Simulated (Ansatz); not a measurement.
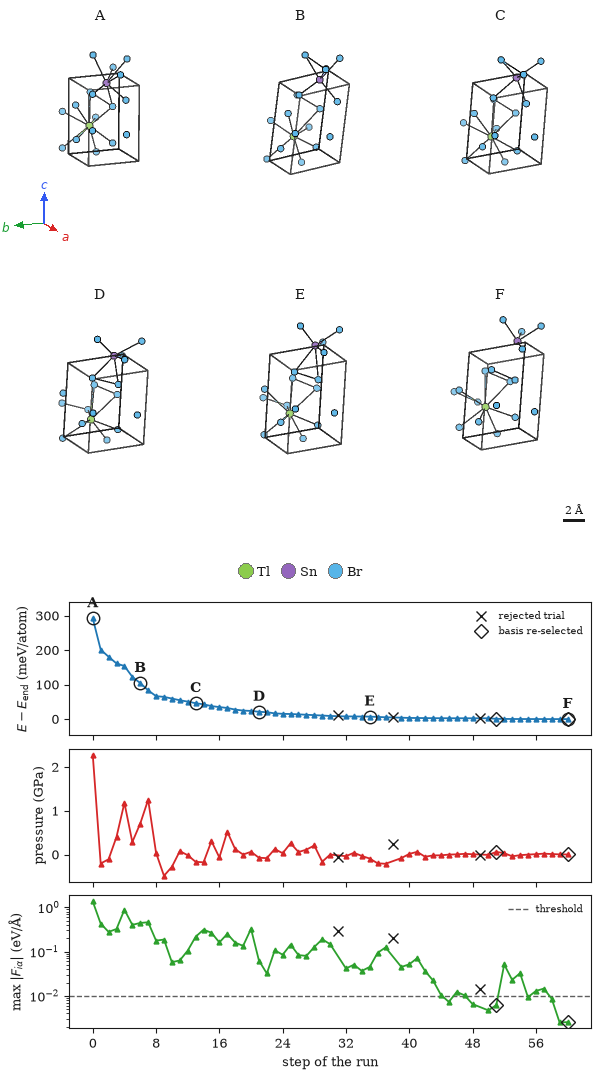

Frames of a relaxation of solid TlSnBr$_{5}$ (built on the SiSnPd5-123 type type), marked on the history of the run. Style: ball-and-stick. Shown: the cell of the calculation, from a free direction.

Case: shaken.

All numbers below come from DFT, PBEsol, plane waves, PAW (Ansatz 0.2.0).

Input file:
```yaml
crystal:
  lattice:
    - [5.1521760544, -0.0462769677, 0.0244113388]
    - [-0.0462769677, 5.1699971865, -0.0174064883]
    - [0.0357225236, -0.0254719208, 7.5257524448]
  atoms:
    - { symbol: Tl, position: [-0.0251273267, -0.0225809082, 0.5263491618] }
    - { symbol: Sn, position: [0.4756766647, 0.4434892838, -0.0254401933] }
    - { symbol: Br, position: [-0.0142462476, -0.032150658, -0.0259124392] }
    - { symbol: Br, position: [0.530732645, 0.076012272, 0.7346326912] }
    - { symbol: Br, position: [0.0084455016, 0.530386667, 0.7581570671] }
    - { symbol: Br, position: [0.5141560804, 0.0515288348, 0.2751615562] }
    - { symbol: Br, position: [0.0081166927, 0.5259146525, 0.2759540628] }
kpoints:
  mp_grid: { grid: [4, 4, 2] }
hamiltonian:
  xc: pbesol
scf:
  occupations: { method: fermi_dirac, width: 0.05 }
relax:
  f_tol: 0.01
  cell: {}
  max_steps: 120
```

Run as
```bash
ansatz run input.yaml --threads 4 --pin off --max-ram 4608MiB --backend cpu --events-out ev --progress --plain --runs-dir out
```

What happens along the run?

After 55 accepted moves (60 points after the start) the energy has fallen by 292 meV per atom. Largest force component: 1.4 eV/Å at the start, 0.0025 eV/Å at the end. Pressure: 2.28 GPa at the start and 0.00 GPa at the end. The line search rejected the trial steps at points 31, 38, 49 of the run. The SCF was repeated twice at an unchanged geometry on a basis and grid sized afresh for the cell, which shifted the energy by 1.6 meV per atom at most. The atom that moves furthest relative to the cell is Sn2 (1.58 Å roughly along [−1 −2 2]). Largest moves by element: Sn 1.58 Å, Br 1.56 Å, Tl 0.26 Å. The drawn cell changes as follows: a 5.152 → 4.863 Å (−5.6 %), b 5.170 → 5.791 Å (+12.0 %), c 7.526 → 8.460 Å (+12.4 %), α 90.4° → 99.1°, β 89.5° → 90.1°, γ 91.0° → 90.1°; the volume changes by +17.4 %. Among the contacts that change: Sn2–Br5 3.205 → 5.498 Å, Br3–Br7 3.237 → 5.182 Å, Tl1–Br5 3.342 → 4.488 Å, Br4–Br5 3.606 → 2.475 Å. Bonds break, among them: Sn2–Br4 (2.63 → 3.76 Å). Among the angles between lasting bonds that change: Tl1–Br6–Sn2 127.2° → 109.4°, Br4–Tl1–Br6 71.8° → 74.9°. The space group stays P1 (No. 1). Cost: 3.6 min on 4 threads of Arm Neoverse V1, on a shared host, peak memory 0.59 GiB. From step 0 to 6: Sn2 moves most (0.78 Å), volume +10.1 %, energy −188 meV per atom. From step 6 to 13: Br4 moves most (0.96 Å), volume +8.4 %, energy −58.5 meV per atom. From step 13 to 21: Br4 moves most (0.74 Å), volume −2.3 %, energy −24.9 meV per atom. From step 21 to 35: Sn2 moves most (0.47 Å), volume +1.8 %, energy −14.0 meV per atom. From step 35 to 60: Br4 moves most (0.52 Å), volume −1.0 %, energy −7.2 meV per atom.

| step | E − E(0), meV/atom | largest force component, eV/Å | pressure, GPa | volume, Å³/atom | note |
| --- | --- | --- | --- | --- | --- |
| 0 | 0.00 | 1.3559 | 2.28 | 28.634 |  |
| 1 | -90.97 | 0.4287 | -0.20 | 29.441 |  |
| 2 | -111.51 | 0.2788 | -0.11 | 29.325 |  |
| 3 | -130.94 | 0.3242 | 0.40 | 29.309 |  |
| 4 | -138.52 | 0.8853 | 1.18 | 29.657 |  |
| 5 | -169.75 | 0.4022 | 0.29 | 30.852 |  |
| 6 | -187.91 | 0.4440 | 0.71 | 31.526 |  |
| 7 | -209.01 | 0.4600 | 1.25 | 32.434 |  |
| 8 | -225.92 | 0.1769 | 0.04 | 32.923 |  |
| 9 | -227.96 | 0.1870 | -0.48 | 34.843 |  |
| 10 | -232.83 | 0.0575 | -0.28 | 34.089 |  |
| 13 | -246.37 | 0.2164 | -0.16 | 34.167 |  |
| 15 | -254.72 | 0.2668 | 0.31 | 33.285 |  |
| 18 | -264.90 | 0.1598 | 0.12 | 32.905 |  |
| 21 | -271.26 | 0.0628 | -0.07 | 33.378 |  |
| 23 | -275.84 | 0.1073 | 0.13 | 32.841 |  |
| 26 | -278.69 | 0.0832 | 0.06 | 33.228 |  |
| 28 | -281.04 | 0.1273 | 0.21 | 33.549 |  |
| 31 | -282.00 | 0.2959 | -0.06 | 34.049 | rejected |
| 34 | -284.94 | 0.0365 | -0.03 | 33.958 |  |
| 36 | -286.19 | 0.0937 | -0.20 | 33.987 |  |
| 39 | -288.42 | 0.0449 | -0.08 | 33.958 |  |
| 42 | -289.55 | 0.0363 | -0.05 | 33.979 |  |
| 44 | -289.88 | 0.0105 | -0.02 | 33.729 |  |
| 47 | -290.03 | 0.0102 | 0.02 | 33.509 |  |
| 49 | -290.03 | 0.0142 | -0.01 | 33.501 | rejected |
| 52 | -291.89 | 0.0511 | 0.03 | 33.864 |  |
| 55 | -292.30 | 0.0093 | 0.00 | 33.742 |  |
| 57 | -292.39 | 0.0146 | 0.02 | 33.647 |  |
| 60 | -292.45 | 0.0025 | 0.00 | 33.608 | same geometry, new basis |
